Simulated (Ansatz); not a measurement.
**C₂H₅F₂NSi: a ladder of functionals and wavefunction methods**

How much do the methods differ for C₂H₅F₂NSi? The plan is to run it at one geometry with functionals of several rungs and with coupled cluster, and see how far each lands from CCSD(T) at the basis-set limit for the atomisation energy.

Method: functionals in def2-TZVPP, the program's frozen cores in correlated methods; program: Ansatz 0.2.0, Gaussian basis.

Levels to be run: LDA (SPW92), PBE-D4, revPBE-D4, BLYP-D4, r2SCAN-D4, B97M-V, PBE0-D4, B3LYP-D4, r2SCANh-D4, r2SCAN0-D4, HSE06-D4, BHLYP-D4, CAM-B3LYP-D4, LC-ωPBE, ωB97X-V, ωB97M-V, B2PLYP, PBE-QIDH; CCSD(T)/def2-SVP; CCSD(T)/def2-TZVPP; MP2/def2-QZVPP; extrapolation to the limit; RPA on PBE.

## 1. The relaxed structure

An earlier PBE0-D4 in a triple-zeta def2 set relaxation fixed the geometry.

11 atoms, charge 0, spin multiplicity 1.

Atoms are counted from 1 here; the program's logs count them from 0.

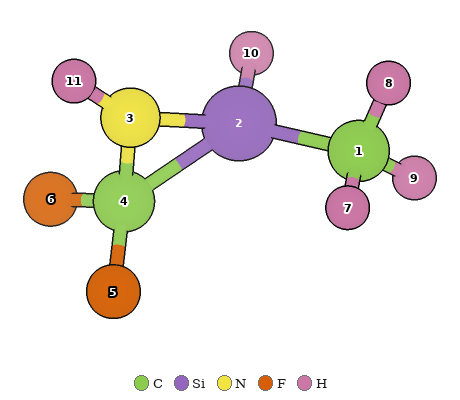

The structure; carbon green, silicon purple, nitrogen yellow, fluorine orange, hydrogen pink; atoms are numbered from 1 in the order of the file.

## 2. LDA

This LDA is Slater exchange with PW92 correlation.

File in.yaml:

```yaml
crystal:
  periodic: [false, false, false]
  atoms:
    - {symbol: C, position_ang: [0.721674, -1.595998, -0.473333]}
    - {symbol: Si, position_ang: [0.587289, 0.120945, 0.204088]}
    - {symbol: N, position_ang: [-0.858343, 0.608153, 0.977241]}
    - {symbol: C, position_ang: [-0.747395, 1.341196, -0.202428]}
    - {symbol: F, position_ang: [-1.750988, 1.181850, -1.108166]}
    - {symbol: F, position_ang: [-0.604758, 2.688563, -0.064717]}
    - {symbol: H, position_ang: [-0.219083, -1.900072, -0.934202]}
    - {symbol: H, position_ang: [0.966915, -2.302697, 0.324420]}
    - {symbol: H, position_ang: [1.517487, -1.648115, -1.220781]}
    - {symbol: H, position_ang: [1.876356, 0.629982, 0.734366]}
    - {symbol: H, position_ang: [-1.423754, 0.819195, 1.784214]}
basis:
  gaussian: {orbitals: def2-TZVPP}
hamiltonian: {xc: lda}
output: {orbitals: {seedname: orbitals}}
```

Run with:

```bash
$ ansatz run in.yaml --threads 4 --pin off --events-out ev --progress --plain --max-ram 10444MiB
```

Further steps of the session: PBE-D4 (GGA); revPBE-D4 (GGA); BLYP-D4 (GGA); r2SCAN-D4 (meta-GGA); B97M-V (meta-GGA); PBE0-D4 (hybrid); B3LYP-D4 (hybrid); r2SCANh-D4 (hybrid); r2SCAN0-D4 (hybrid); HSE06-D4 (hybrid); BHLYP-D4 (hybrid); CAM-B3LYP-D4 (range-separated); LC-ωPBE (range-separated); ωB97X-V (range-separated); ωB97M-V (range-separated); B2PLYP (double hybrid); PBE-QIDH (double hybrid); CCSD(T) in def2-SVP; CCSD(T) in def2-TZVPP; MP2 in def2-QZVPP; RPA on PBE orbitals.

Before running them: what should the planned runs give, taken together? Wanted: atomisation energy, CCSD(T)/CBS; farthest beyond LDA; mean size of error, GGA; mean size of error, meta-GGA; mean size of error, hybrid; mean size of error, range-separated; mean size of error, double hybrid; gap, smallest and largest; T1 diagnostic.

The runs gave:

```
                               quantity                                      value
        atomisation energy, CCSD(T)/CBS                             977.7 kcal/mol
functionals within 4.9 kcal/mol (0.5 %)    revPBE-D4, B97M-V, B3LYP-D4, r2SCANh-D4
                    farthest beyond LDA                  BHLYP-D4 (-38.0 kcal/mol)
                mean size of error, GGA                              14.5 kcal/mol
           mean size of error, meta-GGA                               5.4 kcal/mol
             mean size of error, hybrid                              12.2 kcal/mol
    mean size of error, range-separated                               8.1 kcal/mol
      mean size of error, double hybrid                               7.8 kcal/mol
              gap, smallest and largest  5.18 eV (LDA (SPW92)), 12.29 eV (LC-ωPBE)
                          T1 diagnostic                                     0.0125
triples share of the correlation energy                                      3.6 %
```

In words: LDA overbinds by 175.5 kcal/mol (18 %). PBE-D4 is off by +34.4 kcal/mol. Double hybrids carry the basis error of their MP2 part in triple zeta, and no dispersion term here, so their miss is partly the set-up's. By mean error the best rung here is meta-GGA (5.4 kcal/mol) and the worst beyond LDA is GGA (14.5 kcal/mol). hybrid functionals lie within the reference's doubt of that worst mean (12.2 kcal/mol), so those two tie. The gap between the best rungs is small, so their order is not settled. The reference freezes the cores and leaves out relativity and excitations past (T), so misses under about 4.9 kcal/mol can't be ranked. Hartree-Fock recovers 69 % of the binding; the rest is correlation. CCSD(T) in def2-SVP is off by -63.5 kcal/mol, more than most functionals: a good method in a small basis is no reference. The gap grows from 5.2 to 12.3 eV across the functionals, mostly with the share of exact exchange.
